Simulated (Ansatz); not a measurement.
## Geometry relaxation, with input and output: CH7GeNSi (part 2 of 2)

The same run, continued: CH7GeNSi; RKS PBE0-D4/def2-SVP (Ansatz 0.2.0). It belongs to a series of runs on one base structure; here: end point A relaxed.

Geometry of the input (Å):
```
Si -0.9214  1.3913  -0.5516
N  -1.3576  -0.3095  -0.5017
C  -0.5998  -1.2340  -0.0878
Ge 1.2975  -0.9132  0.5949
H  -2.1180  2.1633  -1.1283
H  -0.6792  1.9406  0.7915
H  0.2286  1.6533  -1.4218
H  -0.8804  -2.2438  -0.0938
H  1.1603  0.0365  1.8686
H  2.0868  -0.2675  -0.4878
H  1.8485  -2.2739  1.0383
```

Trajectory as extended XYZ (Å, eV, eV/Å), 9 of the 25 frames kept, from step=1 to step=25
```
11
Properties=species:S:1:pos:R:3:forces:R:3 step=1 energy=-67010.61858
Si   -0.9214    1.3913   -0.5516   -1.6088   0.6172  -0.5253
N    -1.3576   -0.3095   -0.5017   -0.1366  -0.3260  -0.0094
C    -0.5998   -1.2340   -0.0878    1.8382   2.5435   0.2439
Ge    1.2975   -0.9132    0.5949   -1.3503  -0.3003   1.2890
H    -2.1180    2.1633   -1.1283    0.5941  -0.3918   0.2491
H    -0.6792    1.9406    0.7915    0.1742   0.0619   0.4556
H     0.2286    1.6533   -1.4218    0.5159  -0.0163  -0.2928
H    -0.8804   -2.2438   -0.0938   -1.0274  -2.1312  -0.0929
H     1.1603    0.0365    1.8686    0.1927  -0.4395  -0.7121
H     2.0868   -0.2675   -0.4878    0.5939   0.4009  -0.5941
H     1.8485   -2.2739    1.0383    0.2142  -0.0185  -0.0110
11
Properties=species:S:1:pos:R:3:forces:R:3 step=4 energy=-67010.85934
Si   -1.0118    1.4607   -0.5826   -0.0394  -0.0552  -0.0084
N    -1.3196   -0.2711   -0.4867   -0.0086   0.0302  -0.0866
C    -0.5505   -1.1935   -0.0929    0.1929   0.1604   0.2651
Ge    1.3004   -0.9783    0.6412   -0.0924  -0.0303  -0.0602
H    -2.2019    2.1381   -1.1731    0.0507  -0.0484   0.0344
H    -0.7462    2.0150    0.7807   -0.0316   0.0227   0.0320
H     0.1842    1.7217   -1.4407    0.0204   0.0274  -0.0486
H    -0.9264   -2.2345   -0.1055   -0.0864  -0.1189  -0.0717
H     1.2655   -0.0326    1.8553   -0.0327   0.0032   0.0028
H     2.1910   -0.3427   -0.4366    0.0531   0.0244  -0.0482
H     1.8805   -2.3397    1.0613   -0.0259  -0.0154  -0.0106
11
Properties=species:S:1:pos:R:3:forces:R:3 step=7 energy=-67010.86486
Si   -1.0144    1.4684   -0.5813    0.0026  -0.0158  -0.0027
N    -1.2996   -0.2642   -0.4822    0.0074  -0.0031  -0.0017
C    -0.5382   -1.1875   -0.0734   -0.0243   0.0092   0.0014
Ge    1.3084   -0.9887    0.6391    0.0354  -0.0019  -0.0061
H    -2.2076    2.1159   -1.1885   -0.0102  -0.0029  -0.0047
H    -0.7911    2.0404    0.7843    0.0003  -0.0039   0.0011
H     0.1828    1.7556   -1.4347    0.0030   0.0056   0.0072
H    -0.9243   -2.2298   -0.1028   -0.0123   0.0105  -0.0038
H     1.2797   -0.0366    1.8483    0.0002   0.0045   0.0059
H     2.2064   -0.3701   -0.4481    0.0010  -0.0023   0.0019
H     1.8632   -2.3603    1.0598   -0.0032   0.0002   0.0015
11
Properties=species:S:1:pos:R:3:forces:R:3 step=10 energy=-67010.86889
Si   -1.0443    1.4927   -0.5606    0.0675   0.0559   0.0334
N    -1.2839   -0.2404   -0.4460   -0.0514  -0.0881   0.0474
C    -0.5284   -1.1753   -0.0568    0.0319   0.0088  -0.0193
Ge    1.3459   -1.0184    0.5997   -0.0072   0.0513  -0.0081
H    -2.1849    2.0791   -1.3220    0.0641  -0.0201   0.0236
H    -1.0179    2.0827    0.8207   -0.0151  -0.0442  -0.1017
H     0.2413    1.8296   -1.2642   -0.0614  -0.0001   0.0474
H    -0.9323   -2.2125   -0.0616   -0.0310   0.0459  -0.0191
H     1.3730   -0.0010    1.7575    0.0146  -0.0138  -0.0169
H     2.2549   -0.5012   -0.5313   -0.0109  -0.0133   0.0129
H     1.8419   -2.3923    1.0851   -0.0012   0.0179   0.0005
11
Properties=species:S:1:pos:R:3:forces:R:3 step=13 energy=-67010.87958
Si   -1.0544    1.4918   -0.5139    0.0745   0.2762  -0.0156
N    -1.3039   -0.2382   -0.3959   -0.0587  -0.0624   0.0138
C    -0.5344   -1.1792   -0.0506   -0.0519   0.0588   0.2000
Ge    1.3636   -1.0198    0.5364    0.0841   0.0262  -0.0810
H    -2.0575    2.0525   -1.4836    0.1979  -0.1117   0.1685
H    -1.2894    2.0966    0.8522    0.0322  -0.1402  -0.2875
H     0.3402    1.8587   -0.9863   -0.2456  -0.0510   0.1116
H    -0.9597   -2.2069    0.0010    0.0373   0.0395  -0.0947
H     1.4698    0.0783    1.6173   -0.0297  -0.0510  -0.0603
H     2.2495   -0.6209   -0.6622   -0.0197  -0.0229   0.0558
H     1.8416   -2.3698    1.1060   -0.0204   0.0384  -0.0107
11
Properties=species:S:1:pos:R:3:forces:R:3 step=16 energy=-67010.91016
Si   -1.0606    1.4875   -0.4394   -0.1154   0.1002  -0.0481
N    -1.3838   -0.2320   -0.2685    0.1345   0.0547   0.0071
C    -0.5678   -1.1528    0.0274   -0.0310  -0.0423  -0.0333
Ge    1.3844   -0.9982    0.4268   -0.0426   0.0167   0.0345
H    -1.7233    1.9544   -1.7056    0.1248  -0.0680   0.2164
H    -1.6858    2.1616    0.7477    0.0820  -0.0320  -0.1651
H     0.4125    1.8199   -0.4945   -0.1763  -0.0093  -0.0017
H    -0.9676   -2.1887    0.0973    0.0222   0.0256   0.0052
H     1.6116    0.1285    1.4507    0.0157  -0.0071  -0.0114
H     2.1945   -0.7034   -0.8476   -0.0201   0.0125  -0.0099
H     1.8511   -2.3339    1.0262    0.0063  -0.0512   0.0064
11
Properties=species:S:1:pos:R:3:forces:R:3 step=19 energy=-67010.92216
Si   -1.0813    1.5161   -0.4421   -0.0354   0.0209   0.0016
N    -1.3480   -0.1981   -0.2074    0.0355  -0.0854   0.0456
C    -0.5572   -1.1388    0.0900   -0.0053   0.0785  -0.0839
Ge    1.4095   -1.0369    0.4194   -0.0126  -0.0159   0.0299
H    -1.6338    1.8676   -1.7841    0.0366  -0.0076   0.0517
H    -1.8498    2.2310    0.6214    0.0344  -0.0241  -0.0457
H     0.3611    1.9355   -0.3760   -0.0236   0.0004  -0.0056
H    -0.9810   -2.1634    0.1749   -0.0111   0.0193   0.0235
H     1.7156    0.0222    1.4940   -0.0024  -0.0062  -0.0195
H     2.1511   -0.6725   -0.8805   -0.0165   0.0007   0.0195
H     1.8790   -2.4196    0.9108    0.0006   0.0193  -0.0171
11
Properties=species:S:1:pos:R:3:forces:R:3 step=22 energy=-67010.92393
Si   -1.0766    1.5099   -0.4447   -0.0009  -0.0093   0.0058
N    -1.3579   -0.1979   -0.1783   -0.0068   0.0074  -0.0017
C    -0.5649   -1.1360    0.1169    0.0063  -0.0163  -0.0091
Ge    1.4056   -1.0349    0.4115   -0.0020   0.0006   0.0013
H    -1.5684    1.8307   -1.8142   -0.0017   0.0003  -0.0026
H    -1.8802    2.2527    0.5671   -0.0018   0.0030  -0.0008
H     0.3618    1.9276   -0.3320    0.0055   0.0010   0.0000
H    -0.9928   -2.1561    0.2306   -0.0009   0.0094   0.0061
H     1.7252   -0.0173    1.5200    0.0023   0.0002   0.0050
H     2.1125   -0.6047   -0.8859    0.0014   0.0029  -0.0031
H     1.9011   -2.4309    0.8295   -0.0015   0.0009  -0.0011
11
Properties=species:S:1:pos:R:3:forces:R:3 step=25 energy=-67010.92419
Si   -1.0749    1.5072   -0.4502    0.0002  -0.0015  -0.0011
N    -1.3621   -0.1964   -0.1643   -0.0016  -0.0001   0.0006
C    -0.5686   -1.1332    0.1343    0.0037   0.0020  -0.0005
Ge    1.4051   -1.0335    0.4082    0.0008   0.0007   0.0007
H    -1.5433    1.8090   -1.8325   -0.0004   0.0002   0.0001
H    -1.8947    2.2660    0.5365    0.0002   0.0006   0.0003
H     0.3622    1.9246   -0.3179    0.0000   0.0001  -0.0005
H    -0.9982   -2.1500    0.2661   -0.0027  -0.0016   0.0001
H     1.7346   -0.0520    1.5465    0.0001  -0.0007   0.0004
H     2.0957   -0.5582   -0.8823   -0.0002   0.0004   0.0005
H     1.9094   -2.4404    0.7760   -0.0001  -0.0001  -0.0006
```

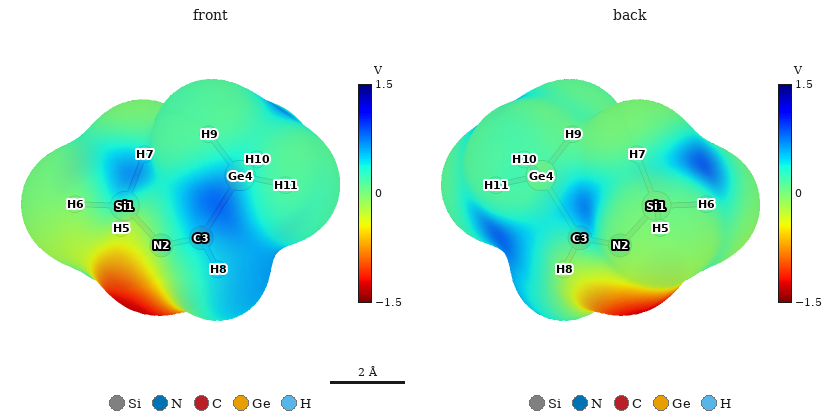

The electrostatic potential painted on the density surface at 0.001 e/bohr³, seen at a tilt and from behind; red is negative and blue positive. A positive charge is drawn to the negative regions and a negative charge to the positive ones.

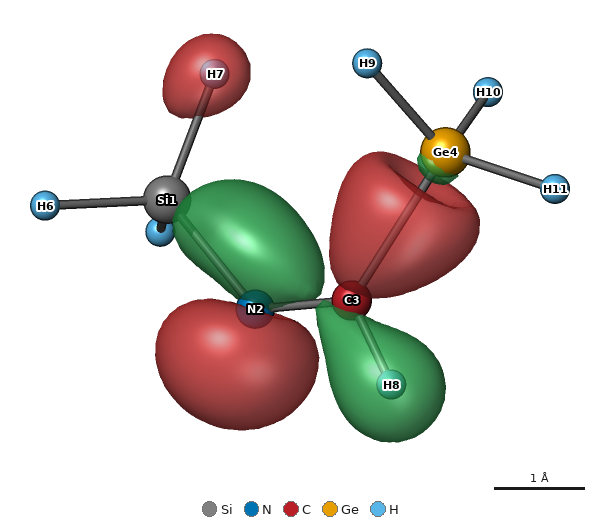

The HOMO at ±0.15 Å⁻³ᐟ² (green and red are the two phases), seen at a tilt. By Hirshfeld shares it lies mainly on N2 (50 %), C3 (15 %), Ge4 (15 %) and Si1 (10 %). Its energy is −6.55 eV.

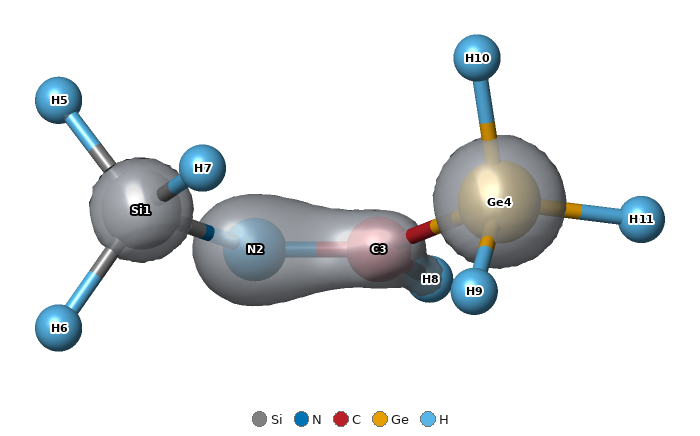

Isosurface of the electron density at 1.5 e/Å³ (grey), seen from the side. At this value the surface falls into nine separate pieces. It is pinched off along the Si–N (1.75 Å) and C–Ge (2.00 Å) contacts. On the grid the lowest density along these lines, outside the cores, is 2.5 e/Å³ (C–N, 1.26 Å), 0.84 e/Å³ (Si–N, 1.75 Å), 0.82 e/Å³ (C–Ge, 2.00 Å) and 1.8 e/Å³ (C–H, 1.11 Å).

Key numbers

```tsv
quantity	value
outcome	converged
total energy	−67010.9242 eV
mean-field energy	−67010.7158 eV
largest force (length of the vector) at the end	0.004 eV/Å
wall time	46 s (CPU time 88 s)
peak memory	0.29 GiB
```
